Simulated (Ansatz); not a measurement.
**SnH2S2F2 (SMILES [F][Sn]([F])([SH])[SH]) at wB97M-V/def2-SVP (core potential)**

Aim: the electronic atomisation energy of SnH2S2F2 at wB97M-V/def2-SVP (core potential), from 5 runs. 

Program for the calculation: Ansatz 0.2.0.

45 further runs of the same task are left out: 45 set aside as unsound or not needed. Runs told in other sessions of the task aren't counted.

**1. The system as given**

SnH2S2F2 has 7 atoms, charge 0, and is taken as a singlet. As SMILES, `[F][Sn]([F])([SH])[SH]`. Geometry: relaxed at PBE0-D4/def2-TZVP. This is one conformer, not always the lowest.

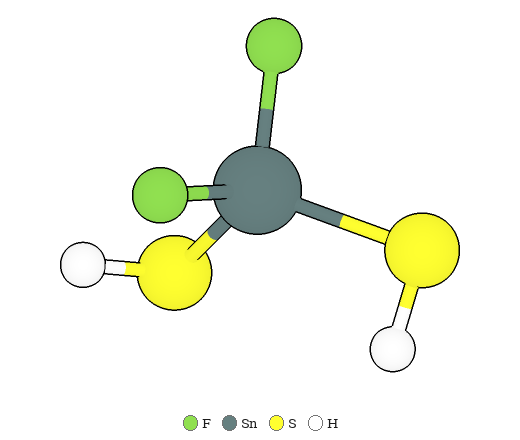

The structure, seen from a chosen angle (fluorine green, tin teal, sulfur yellow, hydrogen white).

**2. A single-point energy at wB97M-V/def2-SVP (core potential)**

Contents of job.yaml:

```yaml
crystal:
  periodic: [false, false, false]
  atoms:
    - {symbol: F, position_ang: [0.246200, -2.260000, 0.562200]}
    - {symbol: Sn, position_ang: [0.078900, -0.394700, 0.232400]}
    - {symbol: F, position_ang: [1.629500, 0.318000, 1.082100]}
    - {symbol: S, position_ang: [-1.928000, 0.238900, 1.297200]}
    - {symbol: S, position_ang: [0.326700, 0.156800, -2.051400]}
    - {symbol: H, position_ang: [-1.920300, 1.436500, 0.683700]}
    - {symbol: H, position_ang: [1.628300, 0.436500, -1.851900]}
basis:
  gaussian:
    orbitals: def2-SVP
hamiltonian:
  xc: {name: wB97M-V}
accuracy: high
output: {orbitals: {seedname: orbitals}}
```

Command:

```bash
$ ansatz run job.yaml --threads 1 --pin off --max-ram 2610MiB --events-out events.jsonl --progress --plain --runs-dir runs
```

The program printed:

```text
Warning: RAYON_NUM_THREADS=1 ignored (pool sized by the plan → 1); use --threads N
Functional definition: wB97M-V
  name "wB97M-V"
  parameter omega = 0.3/bohr
  parameter cx = 0.15
  parameter cx01 = 1.007
  parameter cx10 = 0.259
  parameter css00 = 0.443
  parameter css04 = -1.437
  parameter css10 = -4.535
  parameter css20 = -3.390
  parameter css43 = 4.278
  parameter cos00 = 1.000
  parameter cos10 = 1.358
  parameter cos20 = 2.924
  parameter cos21 = -8.812
  parameter cos60 = -1.390
  parameter cos61 = 9.142
  parameter b = 6.0
  parameter c = 0.01
  gx(w, u) = 1 - cx + cx01*u + cx10*w
  gss(w, u) = css00 + css04*u^4 + css10*w + css20*w^2 + css43*w^4*u^3
  gos(w, u) = cos00 + cos10*w + (cos20 + cos21*u)*w^2 + (cos60 + cos61*u)*w^6
  exchange = spin_sum(e_x_unif_sr(omega)*gx(b97_w, b97_u_x)) + cx*exact_x_sr(omega) + exact_x_lr(omega)
  correlation = spin_sum(e_c_pw_mod_same_spin*gss(b97_w, b97_u_same))
      + integral(e_c_pw_mod_opposite_spin*gos(b97_w_opposite, b97_u_opposite)) + vv10(b, c)
2157 factors; integrals over basis functions are off by at most 1.4e-8 eV
402 factors; integrals over basis functions are off by at most 2.0e-9 eV
mean field evaluation 1: about -32951.9777 eV, gradient 4.7e1 eV
mean field evaluation 2: about -32950.7362 eV, gradient 6.1e1 eV
mean field evaluation 4: about -32956.3074 eV, gradient 1.3e0 eV
mean field evaluation 8: about -32956.3999 eV, gradient 7.7e-2 eV
mean field evaluation 16: about -32956.3999 eV, gradient 9.8e-5 eV
mean field -32956.39994656 eV, -1211.1253593858 hartree, gradient 2.0e-8 eV, S^2 0.000000; 0 other end points of the search recorded, 0 dependent functions left out
reference -32956.39995159 eV, -1211.1253595707 hartree; 37, 37 occupied and 63, 63 virtual orbitals, 2157 factors
Total energy: -32956.39995159 eV, -1211.1253595707 hartree
```

Run time: 2 min. Hardware: 1 thread of Arm Neoverse V2, shared host; peak memory 0.77 GiB.

**3. The F atom**

Contents of input.yaml:

```yaml
crystal:
  periodic: [false, false, false]
  atoms:
    - symbol: F
      position_ang: [0.000000, 0.000000, 0.000000]
basis:
  gaussian:
    orbitals: def2-SVP
magnetization:
  spin_polarized: true
  initial_magnetization: 1
hamiltonian:
  xc: {name: wB97M-V}
accuracy: high
```

Run the same way, it converges to -99.61431 Eh (log not shown).

**4. The H atom at the same level**

Contents of in.yaml:

```yaml
crystal:
  periodic: [false, false, false]
  atoms:
    - {symbol: H, position_ang: [0.000000, 0.000000, 0.000000]}
basis:
  gaussian:
    orbitals: def2-SVP
magnetization:
  spin_polarized: true
  initial_magnetization: 1
hamiltonian:
  xc: {name: wB97M-V}
accuracy: high
```

Run the same way, it converges to -0.49171 Eh (log not shown).

**5. The S atom**

Contents of run.yaml:

```yaml
crystal:
  periodic: [false, false, false]
  atoms:
    - {symbol: S, position_ang: [0.000000, 0.000000, 0.000000]}
basis:
  gaussian: {orbitals: def2-SVP}
total_charge: 0
magnetization: {spin_polarized: true, initial_magnetization: 2}
hamiltonian: {xc: {name: wB97M-V}}
accuracy: high
```

Run the same way, it converges to -397.95548 Eh (log not shown).

**6. The Sn atom at the same level**

Contents of job.yaml:

```yaml
crystal:
  periodic: [false, false, false]
  atoms:
    - {symbol: Sn, position_ang: [0.000000, 0.000000, 0.000000]}
basis:
  gaussian:
    orbitals: def2-SVP
total_charge: 0
magnetization:
  spin_polarized: true
  initial_magnetization: 2
hamiltonian:
  xc: {name: wB97M-V}
accuracy: high
```

Run the same way, it converges to -214.20122 Eh (log not shown).

**7. What came out**

At wB97M-V/def2-SVP (core potential):

| quantity | value |
| --- | --- |
| molecule: total energy | -1211.12536 Eh |
| molecule: HOMO energy | -10.55 eV |
| molecule: LUMO energy | -0.17 eV |
| molecule: HOMO–LUMO gap | 10.37 eV |
| F atom: total energy | -99.61431 Eh |
| F atom: ⟨S²⟩ | 0.751 |
| H atom: total energy | -0.49171 Eh |
| H atom: ⟨S²⟩ | 0.750 |
| S atom: total energy | -397.95548 Eh |
| S atom: ⟨S²⟩ | 2.001 |
| Sn atom: total energy | -214.20122 Eh |
| Sn atom: ⟨S²⟩ | 2.003 |
| electronic atomisation energy | 21.800 eV |

What this shows: Taking the molecule apart into free atoms costs 21.80 eV (2103 kJ/mol), before zero-point energy and without spin-orbit coupling.
